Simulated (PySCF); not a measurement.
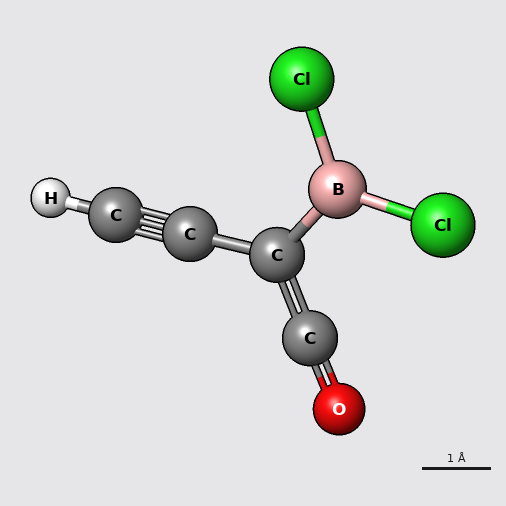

The picture shows a molecular structure as a ball-and-stick model.

The geometry was computed by an optimisation with PBE0-D3(BJ)/def2-SVP. No frequency run is at hand to confirm it as a minimum.

Identify the structure.

Formula C4HBCl2O. SMILES: `C#CC(=C=O)B(Cl)Cl`. It has no ring. Among its groups: alkyne. All atoms lie on one plane. Coordination: 3 C linear; 1 C trigonal planar; 1 B trigonal planar.

The parts below concern this one geometry. Atoms keep their numbers from picture to picture.

## Geometry

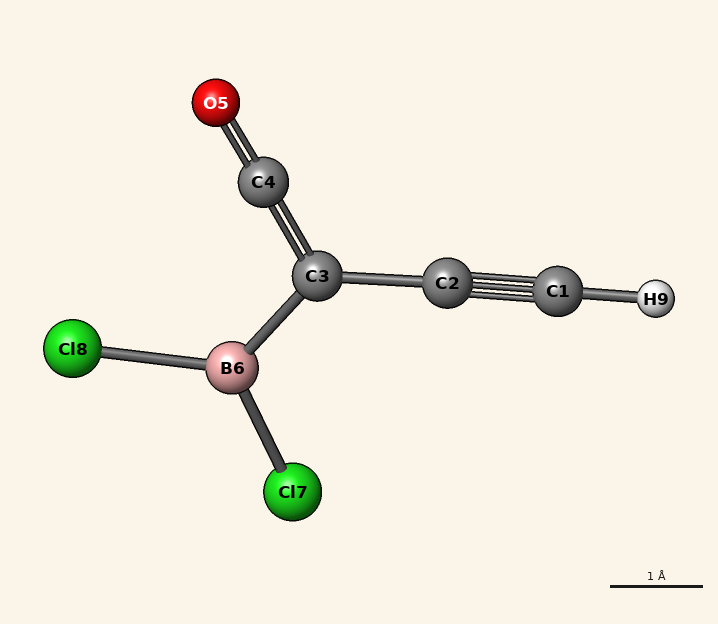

No frequency run is at hand to confirm it as a minimum.

Give these bond angles: C2–C1–H9, C1–C2–C3, C2–C3–C4, C2–C3–B6, C4–C3–B6, C3–C4–O5, C3–B6–Cl7, C3–B6–Cl8, Cl7–B6–Cl8.

```json
{"angle": "C2–C1–H9", "degrees": "179.8"}
{"angle": "C1–C2–C3", "degrees": "178.8"}
{"angle": "C2–C3–C4", "degrees": "118.4"}
{"angle": "C2–C3–B6", "degrees": "125.3"}
{"angle": "C4–C3–B6", "degrees": "116.3"}
{"angle": "C3–C4–O5", "degrees": "179.2"}
{"angle": "C3–B6–Cl7", "degrees": "120.1"}
{"angle": "C3–B6–Cl8", "degrees": "120.2"}
{"angle": "Cl7–B6–Cl8", "degrees": "119.8"}
```

## NMR shielding

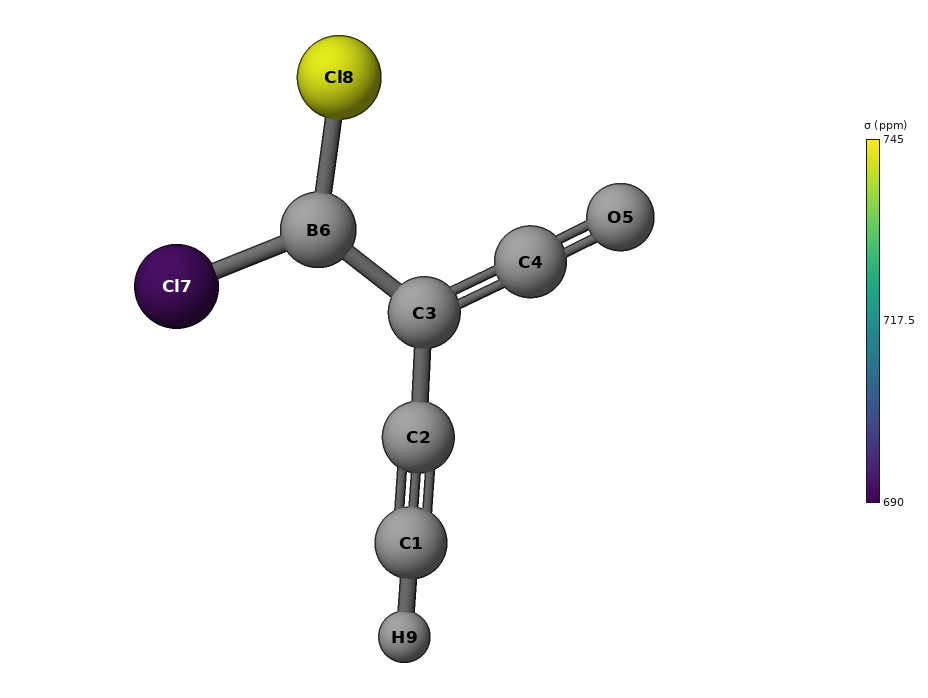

Atoms are coloured by their isotropic NMR shieldings (Cl only, the others grey). No frequency run is at hand to confirm it as a minimum. Properties computed with GIAO mPW1PW91/pcSseg-1 NMR shielding, non-relativistic, gas phase (PySCF 2.14.0).

Give the isotropic NMR shieldings of the Cl atoms atom by atom.

| atom | σ (ppm) |
| --- | --- |
| Cl7 | 692.1 |
| Cl8 | 741.8 |

## Bond orders

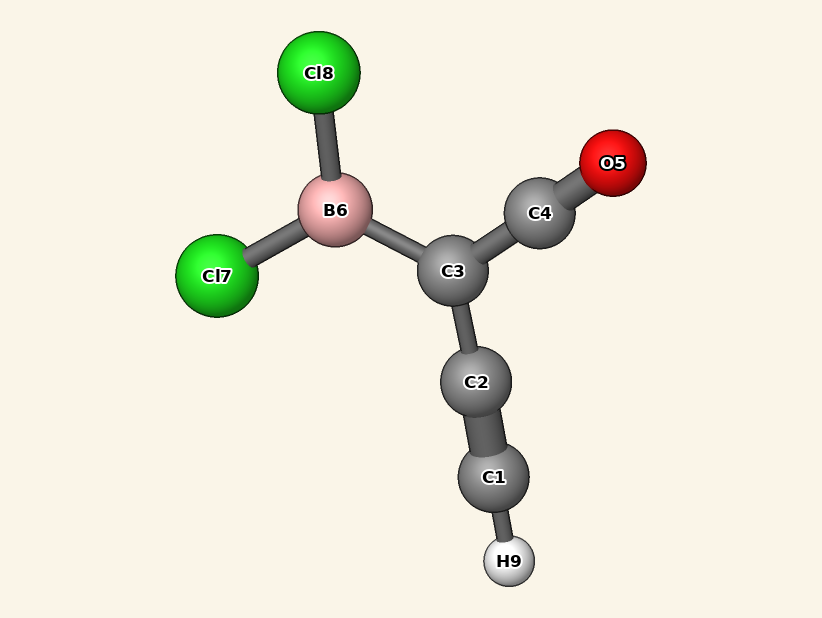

The thickness of each stick grows with its Mayer bond order. No frequency run is at hand to confirm it as a minimum. Level of theory: PBE0/IGLO-III (PySCF 2.14.0).

> Which bond has the highest Mayer bond order?

C1–C2, 2.63, at a length of 1.212 Å.

List the Mayer bond orders of C1–C2, C1–H9, C2–C3, C3–C4, C3–B6, C4–O5, B6–Cl7, B6–Cl8.

```tsv
bond	Mayer order	length (Å)
C1–C2	2.63	1.212
C1–H9	1.00	1.075
C2–C3	1.05	1.426
C3–C4	1.54	1.344
C3–B6	1.08	1.535
C4–O5	2.13	1.147
B6–Cl7	1.31	1.743
B6–Cl8	1.25	1.760
```

## Core levels

No frequency run is at hand to confirm it as a minimum. Method: delta-SCF UKS PBE, pcX-2 on the ionised atom, pcseg-1 elsewhere, spin-free X2C (PySCF 2.14.0).

Give the core-electron binding energies (to vacuum; p and d levels without spin–orbit splitting) of C1 1s, C2 1s, C3 1s, C4 1s, O5 1s, B6 1s, Cl7 1s, Cl7 2p.

```csv
atom,level,binding energy (eV)
C1,1s,289.6
C2,1s,290.4
C3,1s,291.1
C4,1s,293.8
O5,1s,539.6
B6,1s,197.0
Cl7,1s,2824.5
Cl7,2p,205.9
```
